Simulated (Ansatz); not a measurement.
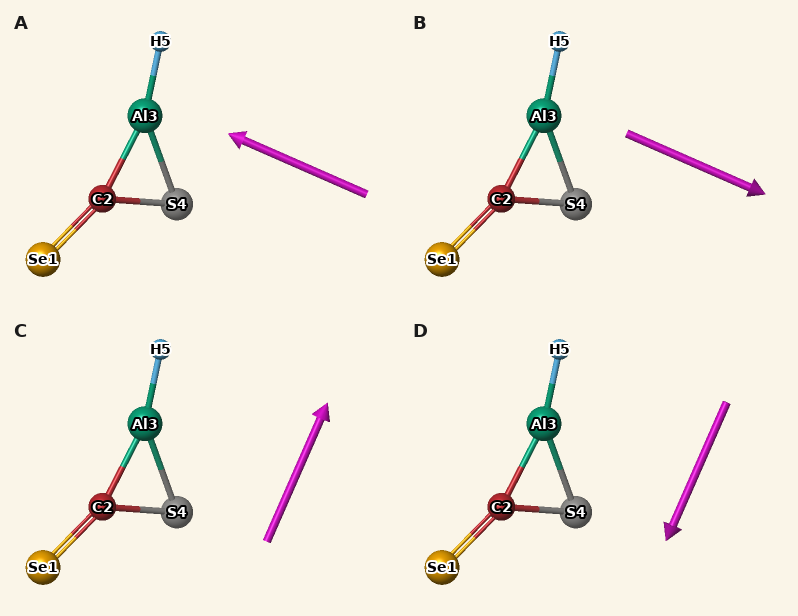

The same molecule four times, each with an arrow. The computed structure is the end point of a PBE0-D4/def2-TZVP optimisation. Level of theory: RKS B3LYP-D4/def2-TZVPP (Ansatz 0.2.0).

### Which arrow points along the dipole moment, from the negative to the positive end?

C. The dipole moment is 4.06 D; it points from the side of Se1 to the side of H5 (the outermost atoms at the two ends).
